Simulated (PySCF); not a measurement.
# C5H10O3Si: what the fields show

```
atom    x (Å)    y (Å)    z (Å)
   C  -2.9320  -1.2682   0.4819
   C  -1.9181  -0.9987  -0.1355
  Si  -0.3755  -0.6207  -1.0592
   O  -0.1120   1.0112  -1.0324
   C  -1.0736   2.0291  -1.0598
   O   0.9173  -1.3922  -0.3776
   C   1.1332  -1.5459   0.9988
   O   1.0373  -0.3658   1.7037
   C   2.0608   0.5611   1.4414
   H  -3.8278  -1.5069   1.0280
   H  -0.4604  -1.1275  -2.4482
   H  -0.5965   2.9719  -0.7529
   H  -1.9114   1.8244  -0.3703
   H  -1.4873   2.1709  -2.0741
   H   0.3758  -2.2213   1.4311
   H   2.1387  -1.9979   1.1035
   H   2.0005   0.9533   0.4131
   H   1.9348   1.3938   2.1461
   H   3.0590   0.1103   1.5997
```

Geometry: PBE0-D3(BJ)/def2-SVP.

Method: PBE0/pcSseg-1, SCF density, gas phase, non-relativistic (PySCF).

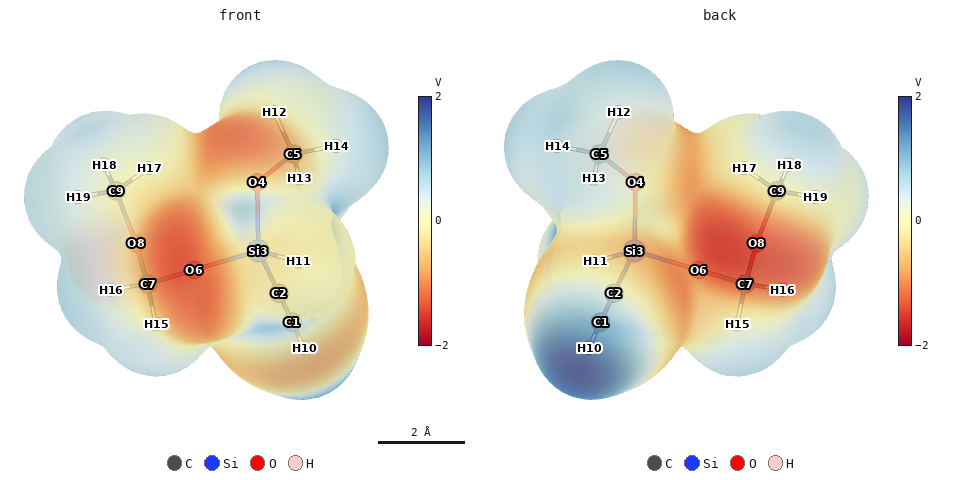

Figure 1. The molecular electrostatic potential painted on the density surface at 0.002 e/bohr³, seen from the front and from behind; the colour scale runs from red (negative) to blue (positive).

**Describe the electrostatic potential map.**

The most negative region (about −1.5 V, or −35 kcal/mol for a unit charge) lies over O8, the most positive (about +1.8 V, or +42 kcal/mol for a unit charge) over H10. O8 is the likeliest acceptor of a hydrogen bond.

**What dipole moment does the calculation give?**

Its dipole moment is 1.36 D.

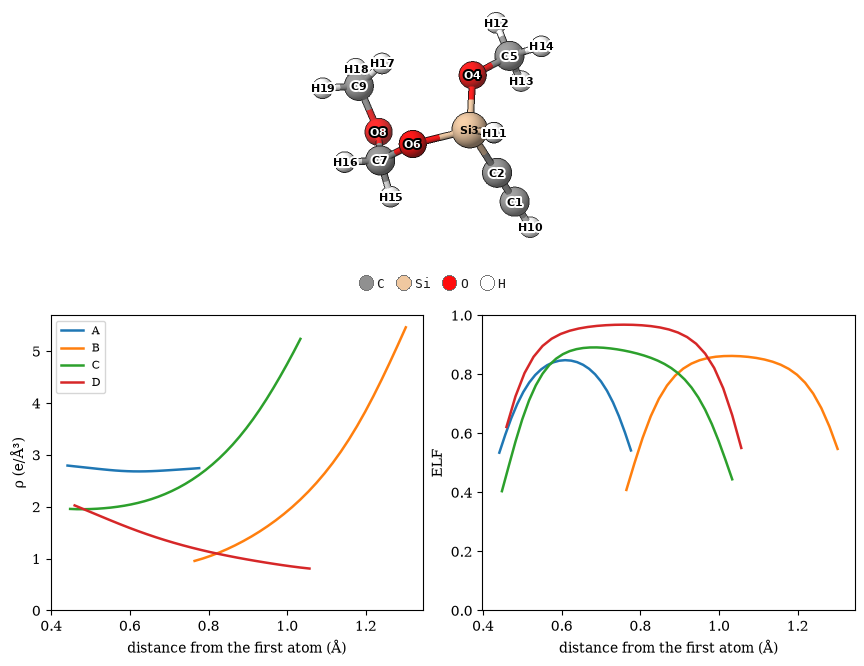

Figure 2. Total electron density and electron localisation function along straight lines between neighbouring atoms. The curves leave out the atomic cores. The structure is drawn too.

**Which curve belongs to which contact (C–C, C–O, C–Si and Si–O)? The first atom named is at distance zero.**

Curve A: C–C (1.22 Å): ρ at the midpoint is about 2.7 e/Å³; the ELF peaks at about 0.85 between the atoms: a multiple bond. Curve B: Si–O (1.65 Å): the density is about 1.1 e/Å³ at the midpoint; the ELF peaks at about 0.85 between the atoms: a polar covalent bond. Curve C: C–O (1.38 Å): the density is about 2.2 e/Å³ at the midpoint, with its minimum of 2 e/Å³ about 0.5 Å from C; the ELF peaks at about 0.90 between the atoms: a shared but strongly polarised pair. Curve D: C–Si (1.84 Å): the density is about 0.96 e/Å³ at the midpoint; the ELF peaks at about 0.95 between the atoms: a shared electron pair.
